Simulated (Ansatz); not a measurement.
# Geometry relaxation of SiN$_{3}$H$_{7}$O (part 2 of 2)

SiN$_{3}$H$_{7}$O, SMILES N[Si](N)(N)O; RKS PBE-D4/def2-SVP (Ansatz 0.2.0). The geometry: force-field start.

Geometry of the input (Å):
```
N  -0.9041  1.1533  -0.1545
Si 0.1802  0.0523  0.1147
N  -0.6441  -1.2245  0.7346
N  0.7877  -0.4255  -1.3559
O  1.3753  0.5780  1.0346
H  -1.1293  1.7103  0.7008
H  -0.5128  1.8982  -0.7752
H  -1.5119  -1.2010  0.3545
H  -0.7334  -1.0518  1.7855
H  -0.0897  -0.4631  -1.9464
H  0.9821  -1.4087  -1.2370
H  2.2770  0.3275  0.7782
```

Output, continued:
```
Atom 10 at     1.359602    -1.291605    -1.427914 Å, force     0.007148    -0.003179     0.010862 eV/Å
Atom 11 at     2.243795     0.494671     0.648972 Å, force     0.005214     0.004451    -0.006966 eV/Å
Dipole moment:    -0.042515    -0.105602    -0.313135 e Å
```

Trajectory as extended XYZ (Å, eV, eV/Å), 11 frames, from step=1 to step=11:
```
12
Properties=species:S:1:pos:R:3:forces:R:3 step=1 energy=-14491.48739
N    -0.9041    1.1533   -0.1545   -4.2639   6.9927  -1.0437
Si    0.1802    0.0523    0.1147    3.2681  -2.3744   0.2011
N    -0.6441   -1.2245    0.7346    2.3671  -2.4776   5.4810
N     0.7877   -0.4255   -1.3559   -0.2247  -0.2808  -3.4729
O     1.3753    0.5780    1.0346    2.2963   0.7420   2.0543
H    -1.1293    1.7103    0.7008   -0.2810  -0.4695  -0.4867
H    -0.5128    1.8982   -0.7752   -0.4359  -0.2975   0.0778
H    -1.5119   -1.2010    0.3545   -4.1041  -0.2586  -1.4351
H    -0.7334   -1.0518    1.7855   -0.1835  -0.7505  -1.2941
H    -0.0897   -0.4631   -1.9464    1.0429   0.1171   0.0459
H     0.9821   -1.4087   -1.2370    0.5366  -0.9538  -0.1777
H     2.2770    0.3275    0.7782   -0.0179   0.0109   0.0504
12
Properties=species:S:1:pos:R:3:forces:R:3 step=2 energy=-14492.79435
N    -0.9258    1.2476   -0.1753   -1.6405   3.2265  -0.5530
Si    0.1777    0.0533    0.1116    1.1210  -1.3051  -0.1696
N    -0.6546   -1.2490    0.8234    0.1868  -0.7619   1.9430
N     0.8058   -0.4408   -1.4052   -0.3531  -0.3865  -1.4333
O     1.4075    0.5638    1.0569    1.1330   0.3415   1.1684
H    -1.1980    1.7758    0.6721   -0.1681  -0.2882  -0.2152
H    -0.5422    1.9813   -0.7994   -0.2275  -0.1669   0.0190
H    -1.5950   -1.2634    0.4557   -0.7906  -0.2216  -0.1272
H    -0.7185   -1.1260    1.8557   -0.0879  -0.3685  -0.4854
H    -0.0134   -0.4497   -2.0516    0.5641   0.1106   0.0049
H     1.0290   -1.4388   -1.3181    0.2652  -0.1567  -0.1158
H     2.3044    0.2909    0.8080   -0.0023  -0.0232  -0.0359
12
Properties=species:S:1:pos:R:3:forces:R:3 step=3 energy=-14493.24159
N    -0.9098    1.3512   -0.2373   -0.1286   0.1993  -0.1334
Si    0.1671    0.0332    0.0917    0.2293   0.3390   0.4830
N    -0.6692   -1.2237    0.9516   -0.2088  -0.1255   0.2102
N     0.7815   -0.4519   -1.4642   -0.1540  -0.3331  -0.1443
O     1.4279    0.5295    1.1031   -0.2075  -0.1097   0.0093
H    -1.3296    1.7793    0.5953   -0.0239   0.0073  -0.0959
H    -0.4956    2.0912   -0.8151   -0.0709   0.0941   0.0390
H    -1.6191   -1.3944    0.6049   -0.0028  -0.0978   0.0103
H    -0.7090   -1.1660    1.9773    0.1431   0.0065  -0.1628
H     0.0459   -0.3893   -2.1827    0.1522   0.0692   0.0009
H     1.0750   -1.4371   -1.4462    0.1194   0.0246  -0.1061
H     2.3118    0.2233    0.8554    0.1526  -0.0738  -0.1102
12
Properties=species:S:1:pos:R:3:forces:R:3 step=4 energy=-14493.27876
N    -0.9141    1.3951   -0.2740    0.1022   0.0182   0.0488
Si    0.1397    0.0527    0.1089   -0.4584  -0.3152  -0.5116
N    -0.7150   -1.1852    0.9919   -0.0031   0.1544   0.1254
N     0.7867   -0.4825   -1.4448   -0.1005   0.0384   0.3094
O     1.4078    0.4603    1.1197    0.5197  -0.0776   0.0435
H    -1.4564    1.7518    0.5232    0.0401  -0.0778  -0.1241
H    -0.4638    2.1952   -0.7367   -0.0596  -0.0755   0.0155
H    -1.6829   -1.3846    0.7268   -0.0063  -0.0567   0.0558
H    -0.6080   -1.1764    2.0145   -0.0585  -0.0124  -0.2218
H     0.1310   -0.3926   -2.2285    0.0563   0.0404   0.0270
H     1.2177   -1.4168   -1.4907   -0.1343   0.2077   0.0966
H     2.2343    0.1280    0.7236    0.1026   0.1560   0.1356
12
Properties=species:S:1:pos:R:3:forces:R:3 step=5 energy=-14493.30681
N    -0.8777    1.4046   -0.2883    0.1010  -0.0013  -0.0096
Si    0.1480    0.0508    0.1071   -0.0390  -0.0495   0.0532
N    -0.7530   -1.1217    1.0162   -0.0397  -0.0692  -0.0473
N     0.8081   -0.4991   -1.4152   -0.1092  -0.0317   0.0882
O     1.4666    0.3950    1.0991   -0.0365   0.0596   0.1742
H    -1.5610    1.6640    0.4280    0.0332   0.0114   0.0013
H    -0.4362    2.2499   -0.6633   -0.0359   0.0099  -0.0055
H    -1.6669   -1.4821    0.7328    0.0682   0.1161  -0.0144
H    -0.6308   -1.1612    2.0291    0.0450  -0.0186  -0.0001
H     0.2269   -0.2764   -2.2267   -0.0200  -0.0261  -0.0913
H     1.0425   -1.4955   -1.4348    0.0682  -0.0357  -0.0827
H     2.3103    0.2168    0.6499   -0.0351   0.0351  -0.0659
12
Properties=species:S:1:pos:R:3:forces:R:3 step=6 energy=-14493.34177
N    -0.8451    1.3880   -0.2656   -0.2093   0.1183   0.0371
Si    0.1425    0.0169    0.1388    0.0313  -0.0935   0.2502
N    -0.8168   -1.1237    1.0312    0.3089   0.1958   0.0038
N     0.7777   -0.4994   -1.3984    0.1057  -0.0807  -0.1995
O     1.4749    0.3004    1.1517   -0.0721  -0.1523  -0.1937
H    -1.4792    1.7342    0.4614    0.0813  -0.0665  -0.0388
H    -0.4529    2.1824   -0.7781    0.0545  -0.0581  -0.0223
H    -1.7777   -1.3330    0.7726   -0.1200  -0.0146   0.0274
H    -0.5967   -1.3563    2.0010   -0.0287   0.0258  -0.0801
H     0.1839   -0.3311   -2.2157    0.0001   0.0060   0.0473
H     1.1879   -1.4369   -1.4714   -0.0215   0.1126   0.0685
H     2.2786    0.4035    0.6063   -0.1301   0.0072   0.1001
12
Properties=species:S:1:pos:R:3:forces:R:3 step=7 energy=-14493.37069
N    -0.8719    1.3665   -0.2619    0.1318  -0.1507   0.0213
Si    0.1244   -0.0097    0.1406   -0.0542   0.1160  -0.0556
N    -0.8524   -1.1218    1.0296   -0.1223  -0.0950   0.2138
N     0.7785   -0.4483   -1.4198    0.0423   0.0270   0.0243
O     1.4700    0.1834    1.1470   -0.0703  -0.0383  -0.0197
H    -1.3924    1.8143    0.4954   -0.0070   0.0100   0.0165
H    -0.4544    2.0743   -0.8718   -0.0441   0.0395  -0.0094
H    -1.8601   -1.2030    0.8825    0.1027   0.0519  -0.0328
H    -0.5692   -1.4855    1.9429    0.0493   0.0754  -0.1562
H     0.1320   -0.4147   -2.2127    0.0033  -0.0354  -0.0006
H     1.3379   -1.3046   -1.4683   -0.0212   0.0091  -0.0225
H     2.2346    0.4942    0.6303   -0.0105  -0.0097   0.0208
12
Properties=species:S:1:pos:R:3:forces:R:3 step=8 energy=-14493.37395
N    -0.8454    1.3801   -0.2526    0.0448   0.4686  -0.2560
Si    0.1293   -0.0008    0.1327   -0.0274   0.1281   0.2241
N    -0.9061   -0.9602    1.1345   -0.1726  -0.2274   0.0587
N     0.7804   -0.4772   -1.4193    0.0739  -0.1869   0.0293
O     1.4845    0.1639    1.1295    0.1279   0.0378  -0.0999
H    -1.4148    1.7785    0.5027    0.1309  -0.0777  -0.1157
H    -0.4724    2.1284   -0.8601   -0.1771  -0.3658   0.2540
H    -1.8635   -1.2017    0.8619    0.2118   0.0651  -0.0122
H    -0.5397   -1.6044    1.8406    0.0299   0.1120  -0.1487
H     0.1382   -0.4729   -2.2153   -0.0484  -0.0109  -0.0290
H     1.3528   -1.3304   -1.4505   -0.0722   0.1633   0.0034
H     2.2337    0.5418    0.6298   -0.1215  -0.1063   0.0920
12
Properties=species:S:1:pos:R:3:forces:R:3 step=9 energy=-14493.37593
N    -0.8587    1.4017   -0.2671    0.1290   0.1305  -0.1800
Si    0.1036    0.0146    0.1289    0.0959   0.1010   0.3417
N    -0.9047   -0.9450    1.1526   -0.0307   0.0251  -0.0656
N     0.7423   -0.4708   -1.4243    0.0477  -0.0812  -0.0253
O     1.4381    0.1431    1.1704   -0.2189  -0.0628  -0.1336
H    -1.3857    1.8456    0.4891    0.0364  -0.0275  -0.0351
H    -0.4709    2.1017   -0.9102   -0.1123  -0.0951   0.1179
H    -1.8178   -1.2773    0.8535   -0.1076  -0.0903  -0.0148
H    -0.4509   -1.5664    1.8210   -0.0355  -0.0871   0.0288
H     0.1068   -0.4783   -2.2277   -0.0131   0.0302   0.0632
H     1.3491   -1.2953   -1.4682   -0.0176   0.0538   0.0418
H     2.2259    0.4714    0.7157    0.2268   0.1035  -0.1390
12
Properties=species:S:1:pos:R:3:forces:R:3 step=10 energy=-14493.38922
N    -0.8421    1.4091   -0.2631   -0.0584  -0.0208   0.0959
Si    0.1089    0.0228    0.1581    0.1184   0.0332  -0.2225
N    -0.9246   -0.9435    1.1540    0.0567   0.0080   0.0748
N     0.7507   -0.4718   -1.3965   -0.0654   0.0258   0.0391
O     1.4717    0.1548    1.1454    0.0174   0.0092   0.0808
H    -1.3922    1.8353    0.4856   -0.0179   0.0256  -0.0226
H    -0.4858    2.1159   -0.9086    0.0385  -0.0208  -0.0014
H    -1.8288   -1.2790    0.8242   -0.0181   0.0017  -0.0331
H    -0.4866   -1.5983    1.8035   -0.0287  -0.0273   0.0022
H     0.0949   -0.4897   -2.1826    0.0268  -0.0288  -0.0084
H     1.3661   -1.2885   -1.4373   -0.0245   0.0000   0.0071
H     2.2449    0.4780    0.6512   -0.0449  -0.0059  -0.0120
12
Properties=species:S:1:pos:R:3:forces:R:3 step=11 energy=-14493.39249
N    -0.8456    1.4077   -0.2531    0.0066  -0.0071  -0.0048
Si    0.1158    0.0261    0.1592   -0.0170  -0.0043  -0.0143
N    -0.9171   -0.9419    1.1587    0.0181   0.0097   0.0101
N     0.7466   -0.4730   -1.3956   -0.0041   0.0022  -0.0037
O     1.4774    0.1643    1.1482    0.0033   0.0036   0.0129
H    -1.3954    1.8466    0.4876   -0.0001   0.0059   0.0086
H    -0.4819    2.1036   -0.9066    0.0020   0.0030  -0.0017
H    -1.8240   -1.2548    0.8113   -0.0031  -0.0091  -0.0005
H    -0.4922   -1.6292    1.7834   -0.0129  -0.0065  -0.0103
H     0.0901   -0.5074   -2.1802   -0.0052   0.0012  -0.0001
H     1.3596   -1.2916   -1.4279    0.0071  -0.0032   0.0109
H     2.2438    0.4947    0.6490    0.0052   0.0045  -0.0070
```

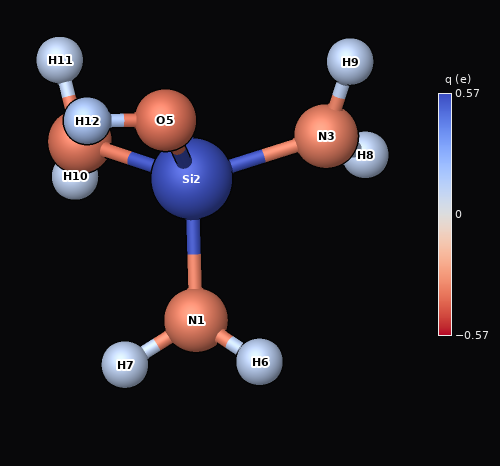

Fig. 1: Mulliken charges, as the colour of each atom (ball-and-stick view, seen at a tilt; atoms are numbered from 1 in the order of the input). By element: N −0.36 to −0.34, Si +0.54, O −0.37 and H +0.11 to +0.17 e.
